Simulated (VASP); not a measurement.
Band structure of BeCd3S4 (ordered alloy cell). Computed with PBEsol GGA, VASP's PBE PAW potentials (set 64) (plane waves; VASP).

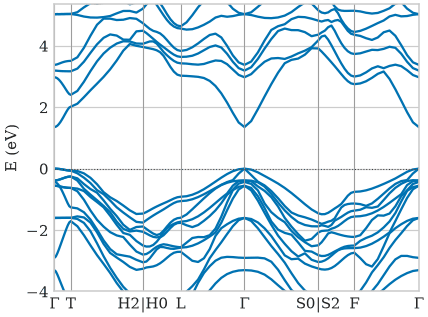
Fig. 1. Bands along high-symmetry lines, zero at the valence-band maximum or, without a gap, the Fermi level

Read the plot: is there a gap, and where are the band edges?

The gap is direct, 1.36 eV, from the valence maximum at Γ to the conduction minimum at Γ. (Edges off the drawn lines would not show.)

The structure was generated: BeCd3S4 was put into an ordered model structure (R3m), which need not be its known phase. It was relaxed first.
